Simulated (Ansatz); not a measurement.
# C$_{2}$H$_{7}$AlCl$_{2}$O (SMILES C[OH+][Al-]([CH3])([Cl])[Cl]): what the fields show

Input

```
crystal:
  periodic: [false, false, false]
  atoms:
    - {symbol: C, position_ang: [-1.719506, -2.305010, -1.741840]}
    - {symbol: C, position_ang: [0.141723, 1.314390, -1.836311]}
    - {symbol: Al, position_ang: [0.180602, -0.272221, -2.948751]}
    - {symbol: Cl, position_ang: [-0.211697, -0.103819, -5.057927]}
    - {symbol: Cl, position_ang: [1.567759, -1.825291, -2.459443]}
    - {symbol: O, position_ang: [-1.504347, -1.244131, -2.675163]}
    - {symbol: H, position_ang: [-1.453922, -1.917753, -0.751167]}
    - {symbol: H, position_ang: [-1.078638, -3.166199, -1.976746]}
    - {symbol: H, position_ang: [-2.781406, -2.584847, -1.748356]}
    - {symbol: H, position_ang: [-1.820513, -1.462911, -3.567179]}
    - {symbol: H, position_ang: [0.091065, 1.063469, -0.763979]}
    - {symbol: H, position_ang: [-0.718140, 1.959929, -2.077106]}
    - {symbol: H, position_ang: [1.054719, 1.914445, -1.982792]}
basis:
  gaussian: {orbitals: def2-SVPD}
hamiltonian: {xc: {name: PBE0}}
output: {forces: true, orbitals: {seedname: orbitals}}
```

Command:

```sh
ansatz run input.yaml --threads 2 --pin off --max-ram 6090MiB --events-out events.jsonl --progress --plain --runs-dir runs
```

Geometry: PBE0-D4/def2-SVP.

Theory: isolated molecule in a Gaussian basis; Kohn-Sham density functional theory, functional PBE0 (Ansatz 0.2.0).

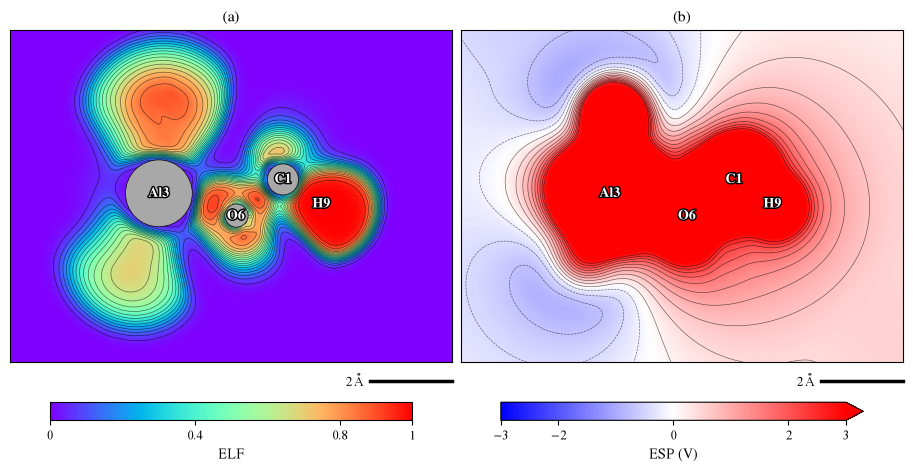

Figure 1. (a) ELF; (b) molecular electrostatic potential on the plane of atoms O6, C1 and H9. Grey discs cover the atomic cores in the ELF map.

> Interpret the plot.

The section cuts through C, Al, O and H sites.
C–O (1.43 Å): the ELF peaks at about 0.90 between the atoms: a polar covalent bond.
Al–O (1.96 Å): the ELF peaks at about 0.90 in the valence shell of O, 0.6 Å from its nucleus, and is about 0.50 at the midpoint.
C–H (1.10 Å): the ELF climbs to about 1 towards the hydrogen, as it does in any bond to H (an ordinary covalent bond to hydrogen).
The ELF also peaks beside Cl5, away from the bonds: lone-pair regions.
Outside the dense part of the molecule the potential is most negative (−1.0 V) near Cl5, which lies off the plane.

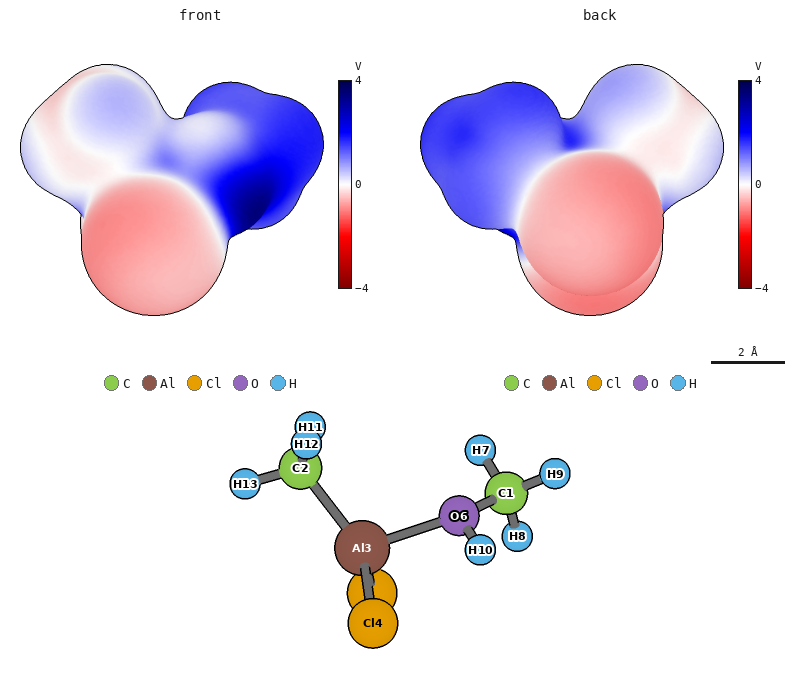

Figure 2. The molecular electrostatic potential painted on the density surface at 0.002 e/bohr³, seen from the front and from behind; red is negative and blue positive. The bare structure is drawn below in the same view.

> Describe the electrostatic potential map.

The most negative region (about −1.1 V) lies over Cl4 and Cl5, the most positive (about +3.4 V) over H10.

> How polar is the molecule by this calculation?

Its dipole moment is 5.16 D.

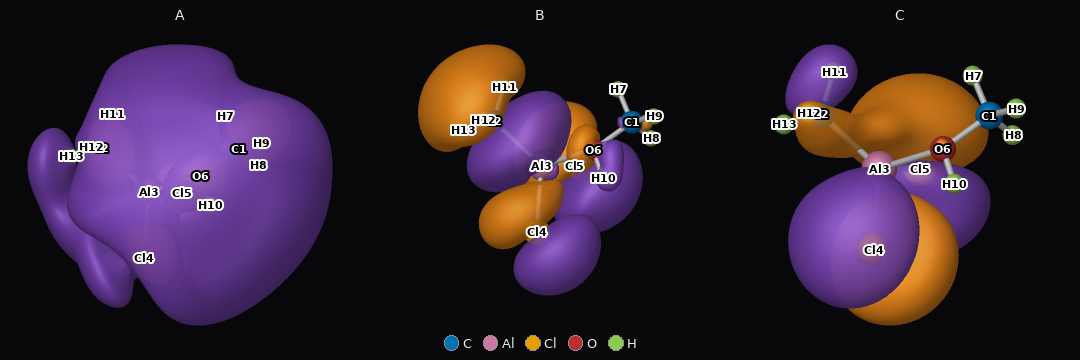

Figure 3. Three frontier orbitals at ±0.03 Å⁻³ᐟ² (orange and purple are the two phases), in no order.

> Order the three orbitals by energy and name them.

C is the HOMO−1 (−8.53 eV). Its weight (Hirshfeld) is mainly on Cl5 (about 45 %) and Cl4 (about 45 %); largely a combination of lone pairs on Cl5 and Cl4. B is the HOMO (−8.19 eV). By Hirshfeld shares it lies mainly on C2 (about 40 %), Cl5 (about 20 %), Al3 (about 15 %) and Cl4 (about 10 %). A is the LUMO (−0.47 eV). Its weight (Hirshfeld) is mainly on H10 (about 25 %), Al3 (about 20 %), C1 (about 10 %), H9 (about 10 %), O6 (about 10 %) and Cl4 (about 5 %).

> What is the HOMO–LUMO gap?

7.72 eV between the orbital energies.

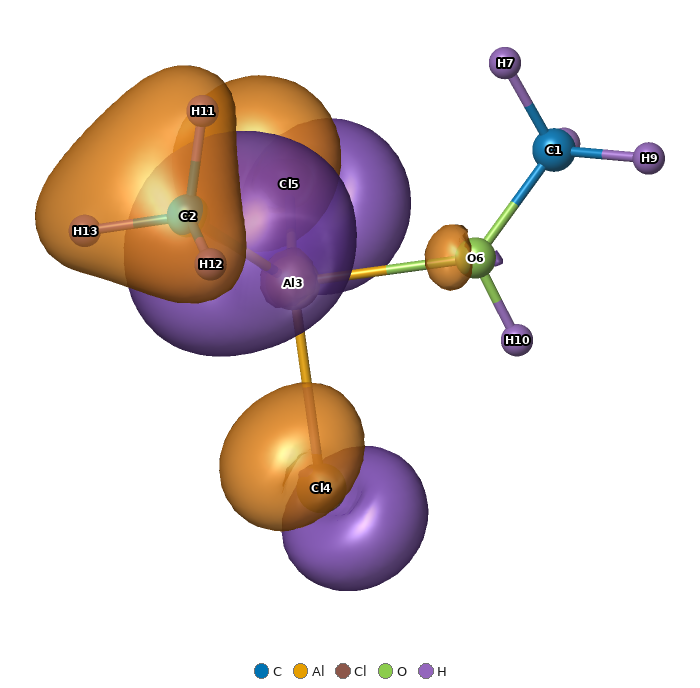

Figure 4. One frontier orbital at ±0.1 Å⁻³ᐟ² (orange and purple are the two phases), seen at a tilt.

> Which orbital is it: HOMO or LUMO?

The HOMO, at −8.19 eV. By Hirshfeld shares it lies mainly on C2 (about 40 %), Cl5 (about 20 %), Al3 (about 15 %) and Cl4 (about 10 %).
